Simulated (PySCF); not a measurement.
**Run report: C$_{3}$H$_{11}$NSi$_{3}$, NMR shielding calculation**

The run: NMR shielding calculation of C$_{3}$H$_{11}$NSi$_{3}$. Method and program: GIAO PBE0/pcSseg-1 NMR shielding, non-relativistic, gas phase (PySCF 2.14.0).

The geometry comes from this level: GFN2-xTB. Figures and captions count atoms from 1; the log counts them from 0 in places.

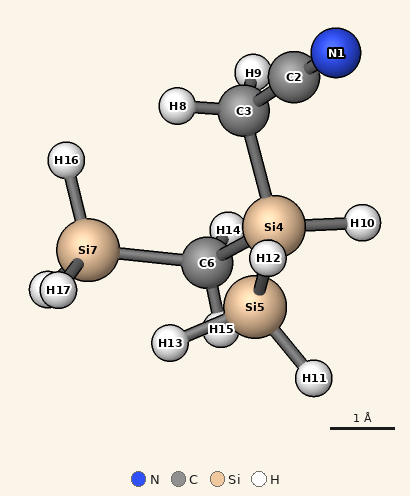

Fig. 1: The structure as given in the input (ball-and-stick view, seen at a tilt; atoms are numbered from 1 in the order of the input). Bond lengths as drawn: C–C 1.42 Å, C–H 1.09 Å, C–N 1.15 Å, C–Si 1.90 to 1.93 Å, H–Si 1.46 to 1.48 Å and Si–Si 2.32 Å.

**Input file**
```
{"job": {"kind": "nmr", "xc": "PBE0", "basis": "pcSseg-1"}, "charge": 0, "multiplicity": 1}
N     -3.379637    -1.539447     0.867592
C     -2.262831    -1.522487     0.613724
C     -0.885094    -1.458034     0.260562
Si    -0.617328    -0.092978    -1.081641
Si    -1.311912     1.974137    -0.296513
C      1.235376    -0.166599    -1.542960
Si     2.502961     0.001651    -0.134007
H     -0.301915    -1.230413     1.153983
H     -0.571675    -2.434804    -0.110655
H     -1.373782    -0.580207    -2.255735
H     -1.761626     2.831718    -1.396274
H     -2.411183     1.870965     0.661878
H     -0.222454     2.697097     0.371150
H      1.437995    -1.095659    -2.077730
H      1.419722     0.632231    -2.261823
H      2.421274    -1.167927     0.746754
H      2.220500     1.213803     0.637713
H      3.852849     0.073270    -0.697193
```

The first line tells a small driver script what to run in PySCF; the rest is the geometry in Å.

Launched with:
```bash
OMP_NUM_THREADS=1 python <driver script> task.json out
```

**Log**
```
coarse grid: 16016 points
cycle   1  E = -1043.4165045077  dE =  3.399e-01  |g| = 5.159e-01  |ddm| = 3.809e+00
cycle   2  E = -1043.2827248529  dE =  1.338e-01  |g| = 9.339e-01  |ddm| = 1.257e+00
cycle   3  E = -1043.4770271940  dE = -1.943e-01  |g| = 1.751e-01  |ddm| = 8.417e-01
cycle   4  E = -1043.4835971306  dE = -6.570e-03  |g| = 4.308e-02  |ddm| = 1.454e-01
cycle   5  E = -1043.4840216273  dE = -4.245e-04  |g| = 1.305e-02  |ddm| = 5.488e-02
cycle   6  E = -1043.4840701715  dE = -4.854e-05  |g| = 1.948e-03  |ddm| = 1.668e-02
cycle   7  E = -1043.4840710747  dE = -9.032e-07  |g| = 6.434e-04  |ddm| = 2.604e-03
final grid: 139488 points
cycle   8  E = -1043.5217545369  dE = -2.254e-05  |g| = 5.942e-03  |ddm| = 2.296e-02
cycle   9  E = -1043.5217511362  dE =  3.401e-06  |g| = 6.893e-03  |ddm| = 1.135e-02
cycle  10  E = -1043.5217633036  dE = -1.217e-05  |g| = 8.093e-04  |ddm| = 6.316e-03
cycle  11  E = -1043.5217634259  dE = -1.223e-07  |g| = 4.153e-04  |ddm| = 1.022e-03
cycle  12  E = -1043.5217634584  dE = -3.251e-08  |g| = 1.204e-04  |ddm| = 3.198e-04
cycle  13  E = -1043.5217634618  dE = -3.362e-09  |g| = 2.547e-05  |ddm| = 1.114e-04
cycle  14  E = -1043.5217634619  dE = -1.451e-10  |g| = 7.410e-06  |ddm| = 2.917e-05
```

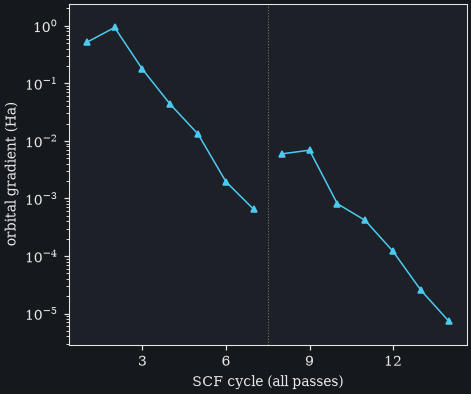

Fig. 2: Convergence of the self-consistent field: orbital gradient against the SCF cycle. The dotted line marks the change from a coarse to the final integration grid. The first 7 cycles use a coarse grid, the final grid takes over at cycle 8, and the field converges after 14 cycles in all.

```
converged SCF energy = -1043.5217634619

GIAO shielding tensors (ppm)
atom      isotropic    diamagn.    paramagn.     s11        s22        s33       span
  0 N      -29.110     340.188    -369.299   -205.286   -183.304    301.258    506.545
  1 C       64.330     259.660    -195.329    -53.216    -46.749    292.956    346.172
  2 C      187.042     256.614     -69.572    175.252    182.813    203.061     27.810
  3 Si     383.894     881.609    -497.715    353.768    384.393    413.521     59.753
  4 Si     471.775     881.475    -409.700    463.670    471.207    480.449     16.779
  5 C      197.278     258.023     -60.745    187.387    200.064    204.383     16.996
  6 Si     427.063     880.288    -453.225    403.924    410.793    466.472     62.548
  7 H       30.134      33.171      -3.037     24.858     29.895     35.649     10.791
  8 H       30.027      29.753       0.274     24.292     29.371     36.417     12.124
  9 H       26.903      30.098      -3.195     23.724     24.957     32.030      8.306
 10 H       28.278      29.324      -1.046     24.818     25.555     34.460      9.642
 11 H       27.943      30.068      -2.125     23.853     26.647     33.330      9.477
 12 H       28.152      30.075      -1.923     24.154     27.168     33.134      8.980
 13 H       31.541      31.251       0.290     26.071     28.956     39.596     13.525
 14 H       31.938      31.335       0.602     26.603     29.163     40.047     13.445
 15 H       27.937      30.133      -2.196     23.892     27.361     32.557      8.665
 16 H       27.726      30.264      -2.539     23.598     27.417     32.162      8.564
 17 H       27.643      28.744      -1.100     23.876     25.050     34.004     10.128
```

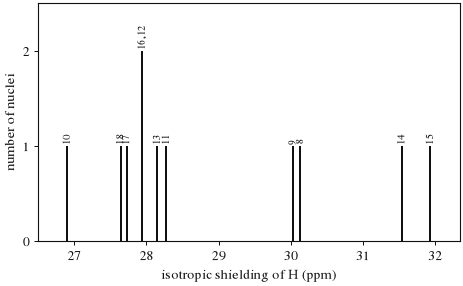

Fig. 3: Isotropic shieldings of the hydrogen nuclei in this fixed geometry, labelled by atom number; shielding grows to the right, so chemical shift grows to the left. The least shielded is H10 (26.9 ppm), the most shielded H15 (31.9 ppm).

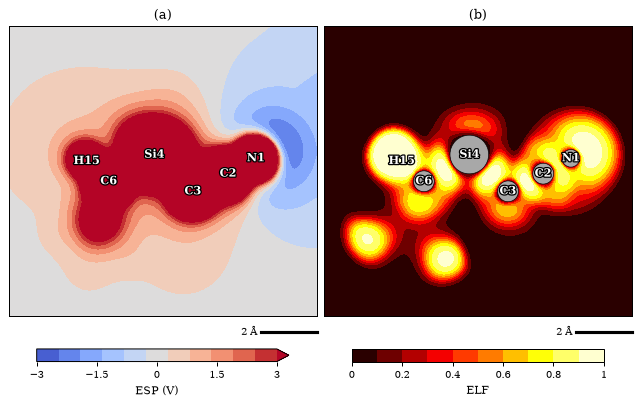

Fig. 4: (a) molecular electrostatic potential; (b) ELF on the plane of atoms C2, C3 and Si4. Grey discs, where drawn, cover atomic cores. Atoms in the plane: N, C, Si and H. C–N (1.15 Å): the ELF peaks at about 0.90 between the atoms (a double or triple bond).

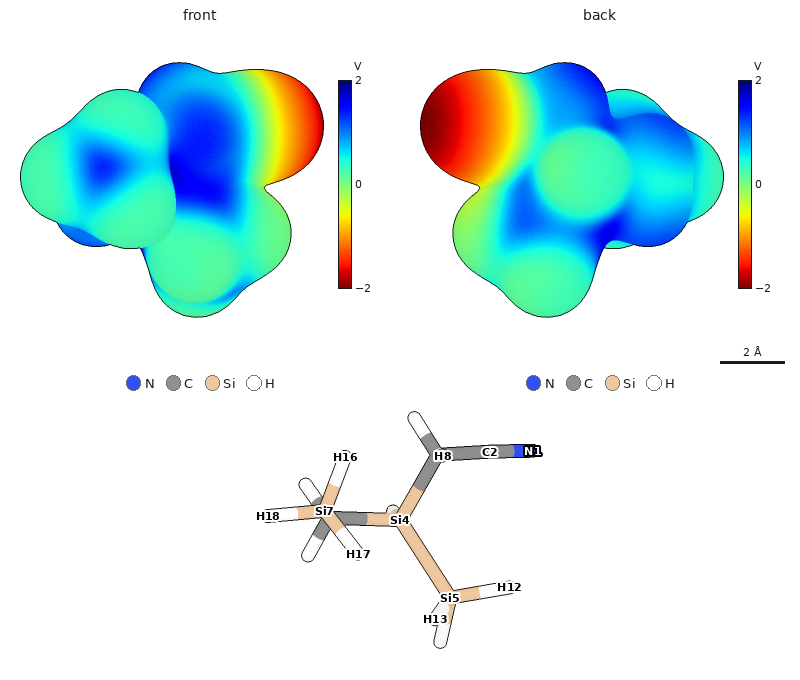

Fig. 5: The molecular electrostatic potential painted on the density surface at 0.002 e/bohr³, seen at a tilt and from behind; red is negative and blue positive. The bare structure is drawn below in the same view. Its dipole moment is 4.43 D.

**Results in brief**

- outcome: converged
- total energy: −1043.521763 hartree
- HOMO: −8.63 eV
- LUMO: −0.45 eV
- dipole moment: 4.43 D
- isotropic shielding, N: −29.1 ppm
- isotropic shielding, C: 64.3 to 197.3 ppm
- isotropic shielding, Si: 383.9 to 471.8 ppm
- isotropic shielding, H: 26.9 to 31.9 ppm
- hardware: 1 CPU thread, shared host
- wall time: 79 s
- peak memory: 0.88 GiB
